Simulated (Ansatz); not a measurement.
**Nudged elastic band, with input and output: CH3FNSi (charge −1)**

- system: CH3FNSi, charge −1, SMILES N=C[SiH-]F
- method: RKS r2SCAN-D4/def2-SVP (Ansatz 0.2.0)

It belongs to a series of runs on one base structure; here: band between the two ends. Figures and captions count atoms from 1; the log counts them from 0 in places.

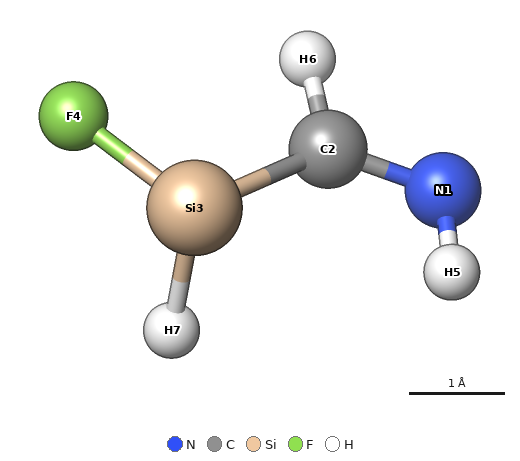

The structure as given in the input (ball-and-stick view, seen at an oblique angle; atoms are numbered from 1 in the order of the input). Bond lengths as drawn: C–H 1.12 Å, C–N 1.29 Å, C–Si 1.93 Å, F–Si 1.71 Å, H–N 1.04 Å and H–Si 1.56 Å.

### Input file
```yaml
crystal:
  periodic: [false, false, false]
  atoms:
    - { symbol: "N", position_ang: [0.82245, 0.754667, -1.34802] }
    - { symbol: C, position_ang: [-0.016852, 0.585639, -0.376615] }
    - { symbol: Si, position_ang: [0.098174, -0.541628, 1.188398] }
    - { symbol: F, position_ang: [-1.483017, -0.316271, 1.785534] }
    - { symbol: H, position_ang: [1.592232, 0.07237, -1.209543] }
    - { symbol: H, position_ang: [-0.890946, 1.288981, -0.403578] }
    - { symbol: H, position_ang: [-0.122031, -1.843758, 0.363824] }
total_charge: -1
basis:
  gaussian: { orbitals: def2-SVP }
hamiltonian:
  xc: r2scan
  dispersion: d4
neb:
  order_check: false
  images: 5
  f_tol: 0.05
  max_iterations: 52
  final_atoms:
    - { symbol: "N", position_ang: [1.21413244, 0.31685032, -1.10573409] }
    - { symbol: C, position_ang: [0.21629431, 0.34993305, -0.28015004] }
    - { symbol: Si, position_ang: [-0.01351044, -0.64694681, 1.35375115] }
    - { symbol: F, position_ang: [-1.63573287, -0.1802247, 1.63336167] }
    - { symbol: H, position_ang: [1.0820336, 1.04230634, -1.82964066] }
    - { symbol: H, position_ang: [-0.59825714, 1.12160324, -0.41176311] }
    - { symbol: H, position_ang: [-0.26494989, -2.00352144, 0.64017509] }
  initial_path:
    images:
      - { positions_ang: [[0.82245, 0.754667, -1.34802], [-0.016852, 0.585639, -0.376615], [0.098174, -0.541628, 1.188398], [-1.483017, -0.316271, 1.785534], [1.592232, 0.07237, -1.209543], [-0.890946, 1.288981, -0.403578], [-0.122031, -1.843758, 0.363824]] }
      - { positions_ang: [[0.93748177, 0.73451384, -1.23797243], [0.02628067, 0.57538763, -0.34092715], [0.04110482, -0.51749345, 1.20730048], [-1.57360765, -0.39433187, 1.69469038], [1.40083294, 0.13117635, -1.45095537], [-0.78377318, 1.33092545, -0.39388239], [-0.04830937, -1.86017796, 0.52174649]] }
      - { positions_ang: [[1.05251354, 0.71436069, -1.12792487], [0.06941334, 0.56513627, -0.3052393], [-0.01596436, -0.4933589, 1.22620296], [-1.6641983, -0.47239275, 1.60384676], [1.20943389, 0.1899827, -1.69236774], [-0.67660037, 1.3728699, -0.38418679], [0.02541227, -1.87659791, 0.67966897]] }
      - { positions_ang: [[1.16754531, 0.69420753, -1.0178773], [0.11254601, 0.5548849, -0.26955146], [-0.07303354, -0.46922435, 1.24510544], [-1.75478895, -0.55045362, 1.51300314], [1.01803483, 0.24878906, -1.9337801], [-0.56942755, 1.41481435, -0.37449118], [0.0991339, -1.89301787, 0.83759146]] }
      - { positions_ang: [[1.18307435, 0.56842179, -1.0471629], [0.14712877, 0.48656762, -0.27308432], [-0.0531925, -0.52846517, 1.28132068], [-1.71510359, -0.42704398, 1.55312265], [1.03936775, 0.51329482, -1.89906696], [-0.57903742, 1.31707731, -0.38691516], [-0.02222736, -1.92985239, 0.771786]] }
      - { positions_ang: [[1.19860339, 0.44263606, -1.07644849], [0.18171154, 0.41825033, -0.27661718], [-0.03335147, -0.58770599, 1.31753591], [-1.67541823, -0.30363434, 1.59324216], [1.06070068, 0.77780058, -1.86435381], [-0.58864728, 1.21934028, -0.39933914], [-0.14358863, -1.96668692, 0.70598054]] }
      - { positions_ang: [[1.21413244, 0.31685032, -1.10573409], [0.21629431, 0.34993305, -0.28015004], [-0.01351044, -0.64694681, 1.35375115], [-1.63573287, -0.1802247, 1.63336167], [1.0820336, 1.04230634, -1.82964066], [-0.59825714, 1.12160324, -0.41176311], [-0.26494989, -2.00352144, 0.64017509]] }
```

Command:
```bash
ansatz run input.yaml --threads 1 --pin off --max-ram 2048MiB --backend cpu --events-out ev --progress --plain --runs-dir out
```

### What the program printed
```
Engine: ansatz 0.2.0, x86_64-unknown-linux-gnu
Functional definition: r2SCAN
  parameter k0 = 0.174
  parameter k1 = 0.065
  parameter a1 = 4.9479
  exchange = r2scan_x(k0 = k0, k1 = k1, a1 = a1)
  correlation = r2scan_c
848 factors; their error is unknown
mean field evaluation 1: about -13159.0404 eV, gradient 2.9e1 eV
mean field evaluation 2: about -13153.3281 eV, gradient 5.6e1 eV
mean field evaluation 4: about -13161.0690 eV, gradient 4.4e0 eV
mean field evaluation 8: about -13161.1146 eV, gradient 5.0e-2 eV
mean field evaluation 16: about -13161.0495 eV, gradient 8.4e-5 eV
mean field -13161.04951917 eV, -483.6596489496 hartree, gradient 9.9e-6 eV, S^2 0.000000; 0 other end points of the search recorded, 0 dependent functions left out
the calculation of the forces begins
reference -13161.04952739 eV, -483.6596492519 hartree; 20, 20 occupied and 55, 55 virtual orbitals, 848 factors
848 factors; their error is unknown
mean field evaluation 32: about -13160.8518 eV, gradient 1.9e-3 eV
mean field -13160.85176891 eV, -483.6523817617 hartree, gradient 1.5e-5 eV, S^2 0.000000; 0 other end points of the search recorded, 0 dependent functions left out
[... from here on the field's lines of each further geometry are left out, up to the last ...]
NEB iter   1: max|band force component| = 1.714e1 eV/Å  barrier→ = 3.5412 eV  barrier← = 3.3433 eV  Δτ_max = 0.1933 Å  (213 SCF iters)
NEB iter   2: max|band force component| = 2.005e0 eV/Å  barrier→ = 1.8736 eV  barrier← = 1.6757 eV  Δτ_max = 0.1891 Å  (176 SCF iters)
NEB iter   3: max|band force component| = 1.755e0 eV/Å  barrier→ = 1.9134 eV  barrier← = 1.7155 eV  Δτ_max = 0.1132 Å  (170 SCF iters)
NEB iter   4: max|band force component| = 1.462e0 eV/Å  barrier→ = 1.7242 eV  barrier← = 1.5263 eV  Δτ_max = 0.0482 Å  (153 SCF iters)
NEB iter   5: max|band force component| = 6.729e-1 eV/Å  barrier→ = 1.6449 eV  barrier← = 1.4470 eV  Δτ_max = 0.1246 Å  (156 SCF iters)
NEB iter   6: max|band force component| = 1.571e0 eV/Å  barrier→ = 1.4805 eV  barrier← = 1.2826 eV  CI = image 3  Δτ_max = 0.1231 Å  (163 SCF iters)
NEB iter   7: max|band force component| = 4.504e-1 eV/Å  barrier→ = 1.6754 eV  barrier← = 1.4775 eV  CI = image 3  Δτ_max = 0.0583 Å  (157 SCF iters)
NEB iter   8: max|band force component| = 4.040e-1 eV/Å  barrier→ = 1.6454 eV  barrier← = 1.4475 eV  CI = image 3  Δτ_max = 0.0613 Å  (157 SCF iters)
NEB iter   9: max|band force component| = 1.641e-1 eV/Å  barrier→ = 1.6225 eV  barrier← = 1.4246 eV  CI = image 3  Δτ_max = 0.0772 Å  (155 SCF iters)
NEB iter  10: max|band force component| = 1.840e-1 eV/Å  barrier→ = 1.6030 eV  barrier← = 1.4051 eV  CI = image 3  Δτ_max = 0.0387 Å  (153 SCF iters)
NEB iter  11: max|band force component| = 1.684e-1 eV/Å  barrier→ = 1.5952 eV  barrier← = 1.3973 eV  CI = image 3  Δτ_max = 0.0582 Å  (154 SCF iters)
NEB iter  12: max|band force component| = 1.713e-1 eV/Å  barrier→ = 1.5859 eV  barrier← = 1.3880 eV  CI = image 3  Δτ_max = 0.0511 Å  (154 SCF iters)
NEB iter  13: max|band force component| = 1.467e-1 eV/Å  barrier→ = 1.5800 eV  barrier← = 1.3821 eV  CI = image 3  Δτ_max = 0.0256 Å  (152 SCF iters)
NEB iter  14: max|band force component| = 1.354e-1 eV/Å  barrier→ = 1.5748 eV  barrier← = 1.3769 eV  CI = image 3  Δτ_max = 0.0124 Å  (155 SCF iters)
NEB iter  15: max|band force component| = 9.837e-2 eV/Å  barrier→ = 1.5723 eV  barrier← = 1.3744 eV  CI = image 3  Δτ_max = 0.0112 Å  (160 SCF iters)
NEB iter  16: max|band force component| = 9.477e-2 eV/Å  barrier→ = 1.5707 eV  barrier← = 1.3728 eV  CI = image 3  Δτ_max = 0.0069 Å  (160 SCF iters)
NEB iter  17: max|band force component| = 8.536e-2 eV/Å  barrier→ = 1.5695 eV  barrier← = 1.3715 eV  CI = image 3  Δτ_max = 0.0078 Å  (151 SCF iters)
NEB iter  18: max|band force component| = 7.820e-2 eV/Å  barrier→ = 1.5682 eV  barrier← = 1.3703 eV  CI = image 3  Δτ_max = 0.0091 Å  (151 SCF iters)
NEB iter  19: max|band force component| = 6.858e-2 eV/Å  barrier→ = 1.5669 eV  barrier← = 1.3690 eV  CI = image 3  Δτ_max = 0.0103 Å  (149 SCF iters)
NEB iter  20: max|band force component| = 5.945e-2 eV/Å  barrier→ = 1.5657 eV  barrier← = 1.3677 eV  CI = image 3  Δτ_max = 0.0105 Å  (149 SCF iters)
NEB iter  21: max|band force component| = 4.722e-2 eV/Å  barrier→ = 1.5645 eV  barrier← = 1.3666 eV  CI = image 3  Δτ_max = 0.0119 Å  (150 SCF iters)
NEB iter  22: max|band force component| = 6.902e-2 eV/Å  barrier→ = 1.5638 eV  barrier← = 1.3658 eV  CI = image 3  Δτ_max = 0.0059 Å  (31 SCF iters)
NEB iter  23: max|band force component| = 5.082e-2 eV/Å  barrier→ = 1.5632 eV  barrier← = 1.3653 eV  CI = image 3  Δτ_max = 0.0059 Å  (152 SCF iters)
NEB iter  24: max|band force component| = 3.819e-2 eV/Å  barrier→ = 1.5628 eV  barrier← = 1.3649 eV  CI = image 3  Δτ_max = 0.0052 Å  (153 SCF iters)
NEB iter  25: max|band force component| = 6.131e-2 eV/Å  barrier→ = 1.5625 eV  barrier← = 1.3646 eV  CI = image 3  Δτ_max = 0.0118 Å  (32 SCF iters)
the calculation of the forces begins
reference -13160.76044963 eV, -483.6490258399 hartree; 20, 20 occupied and 55, 55 virtual orbitals, 848 factors
848 factors; their error is unknown
mean field -13159.48744210 eV, -483.6022436762 hartree, gradient 2.3e-5 eV, S^2 0.000000; 1 other end points of the search recorded, 0 dependent functions left out
the calculation of the forces begins
reference -13159.48745102 eV, -483.6022440041 hartree; 20, 20 occupied and 55, 55 virtual orbitals, 848 factors
NEB iter  26: max|band force component| = 2.664e-2 eV/Å  barrier→ = 1.5623 eV  barrier← = 1.3644 eV  CI = image 3  Δτ_max = 0.0000 Å  (305 SCF iters)
```

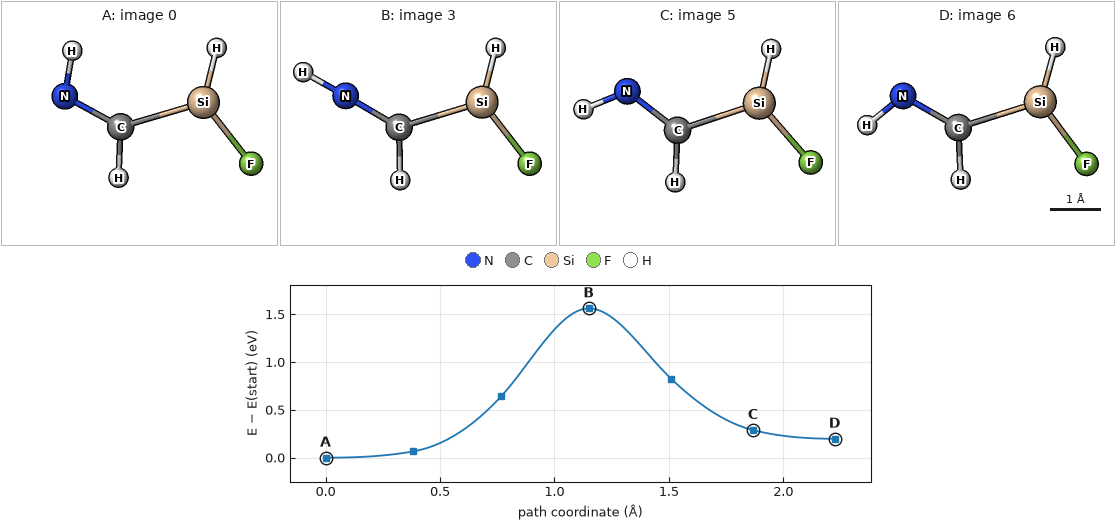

Images of the last band (counted from 0; ball-and-stick, seen at a tilt) above the energy along the path; the line is a cubic interpolation that uses the forces. The highest image is number 3, 1.562 eV above the start and 1.364 eV above the end (the climbing image); the end lies 0.198 eV above the start. The path is 2.23 Å long. The band converged in 26 iterations.

```
Total energy: -13159.52303037 eV, -483.6035515208 hartree
Atom 0 at     0.929927     0.502471    -1.195984 Å, force    -0.016964    -0.027192    -0.021231 eV/Å
Atom 1 at     0.030209     0.461042    -0.312380 Å, force     0.006684     0.011835     0.011289 eV/Å
Atom 2 at     0.027019    -0.544126     1.347504 Å, force    -0.003183    -0.001063    -0.003252 eV/Å
Atom 3 at    -1.592753    -0.247186     1.807571 Å, force     0.000098     0.001919     0.002094 eV/Å
Atom 4 at     1.654064     0.567007    -1.867276 Å, force     0.010672     0.015311     0.011162 eV/Å
Atom 5 at    -0.882589     1.170043    -0.404865 Å, force     0.000113    -0.000106    -0.000118 eV/Å
Atom 6 at    -0.165867    -1.909251     0.625429 Å, force     0.002580    -0.000704     0.000056 eV/Å
Dipole moment:     0.081056     0.238322    -0.506423 e Å
this run last wrote the band of iteration 26 to [file]; this run last wrote the band within `neb.f_tol` of iteration 24 to [file]
```

### The last band as extended XYZ (Å, eV, eV/Å)
```
7
Properties=species:S:1:pos:R:3:forces:R:3 image=0 energy=-13161.08536
N     0.8225    0.7547   -1.3480   -0.0030  -0.0021   0.0046
C    -0.0169    0.5856   -0.3766    0.0032   0.0075  -0.0027
Si    0.0982   -0.5416    1.1884    0.0021  -0.0015   0.0000
F    -1.4830   -0.3163    1.7855   -0.0002   0.0000  -0.0009
H     1.5922    0.0724   -1.2095    0.0022  -0.0017  -0.0013
H    -0.8909    1.2890   -0.4036   -0.0036   0.0000  -0.0006
H    -0.1220   -1.8438    0.3638   -0.0008  -0.0022   0.0010
7
Properties=species:S:1:pos:R:3:forces:R:3 image=1 energy=-13161.01946
N     0.8068    0.8126   -1.3761   -0.0481   0.1093  -0.0736
C     0.0450    0.5138   -0.3714   -0.0409   0.0712  -0.0791
Si    0.0742   -0.5741    1.2418    0.0887   0.0206  -0.1021
F    -1.5273   -0.2299    1.7304    0.1029   0.0158  -0.0375
H     1.6601    0.2282   -1.4040   -0.0971  -0.2305   0.3420
H    -0.8668    1.1684   -0.3304   -0.0560   0.0044   0.0203
H    -0.1920   -1.9189    0.5097    0.0506   0.0092  -0.0700
7
Properties=species:S:1:pos:R:3:forces:R:3 image=2 energy=-13160.44411
N     0.8217    0.7207   -1.3318   -0.9937   1.7485  -1.1762
C     0.0719    0.4595   -0.3224    0.2131  -0.0573  -0.1602
Si    0.0288   -0.5809    1.3255    0.1685  -0.0511  -0.0735
F    -1.5830   -0.2320    1.7816    0.1590   0.0520  -0.1451
H     1.7128    0.3943   -1.6898    0.3091  -1.2975   1.2856
H    -0.8320    1.1593   -0.3442    0.1115  -0.3631   0.2822
H    -0.2202   -1.9209    0.5812    0.0326  -0.0316  -0.0129
7
Properties=species:S:1:pos:R:3:forces:R:3 image=3 energy=-13159.52302
N     0.9299    0.5025   -1.1960   -0.0170  -0.0272  -0.0212
C     0.0302    0.4610   -0.3124    0.0067   0.0118   0.0113
Si    0.0270   -0.5441    1.3475   -0.0032  -0.0011  -0.0033
F    -1.5928   -0.2472    1.8076    0.0001   0.0019   0.0021
H     1.6541    0.5670   -1.8673    0.0107   0.0153   0.0112
H    -0.8826    1.1700   -0.4049    0.0001  -0.0001  -0.0001
H    -0.1659   -1.9093    0.6254    0.0026  -0.0007   0.0001
7
Properties=species:S:1:pos:R:3:forces:R:3 image=4 energy=-13160.25679
N     1.0682    0.3408   -1.0676    1.0298  -1.3224   0.8895
C     0.0334    0.4674   -0.3251    0.0730   0.0295  -0.1155
Si    0.0219   -0.5404    1.3363   -0.0722   0.0779  -0.0551
F    -1.6030   -0.2827    1.8016   -0.0842   0.0050  -0.0078
H     1.4750    0.7461   -1.9048   -1.2451   1.0234  -0.3203
H    -0.8560    1.1801   -0.4571    0.3253   0.1563  -0.4126
H    -0.1395   -1.9113    0.6167   -0.0265   0.0303   0.0220
7
Properties=species:S:1:pos:R:3:forces:R:3 image=5 energy=-13160.79621
N     1.1702    0.2897   -1.0361    0.1938  -0.1356   0.0440
C     0.1127    0.4215   -0.3027    0.1487  -0.1030   0.0224
Si   -0.0051   -0.5767    1.3469   -0.0376  -0.0119   0.0445
F    -1.6381   -0.2894    1.7565   -0.0645   0.0471  -0.0705
H     1.2403    0.9070   -1.8584   -0.4805   0.2531   0.0517
H    -0.7123    1.1779   -0.5067    0.2687  -0.0373  -0.1487
H    -0.1677   -1.9301    0.6004   -0.0287  -0.0125   0.0566
7
Properties=species:S:1:pos:R:3:forces:R:3 image=6 energy=-13160.88744
N     1.2141    0.3169   -1.1057    0.0035   0.0042  -0.0108
C     0.2163    0.3499   -0.2802   -0.0057  -0.0133   0.0026
Si   -0.0135   -0.6469    1.3538   -0.0078   0.0072   0.0089
F    -1.6357   -0.1802    1.6334    0.0111  -0.0017  -0.0033
H     1.0820    1.0423   -1.8296    0.0022  -0.0015   0.0077
H    -0.5983    1.1216   -0.4118   -0.0034   0.0041  -0.0009
H    -0.2650   -2.0035    0.6402    0.0000   0.0010  -0.0042
```

### Key numbers

- outcome: converged
- barrier, forward: 1.562 eV
- barrier, backward: 1.364 eV
- hardware: 1 thread of Intel Xeon (Sapphire Rapids), 192 GiB of memory available, shared host
- wall time: 6.3 min
- peak memory: 0.14 GiB

### Notes

The order of the saddle point was not checked.
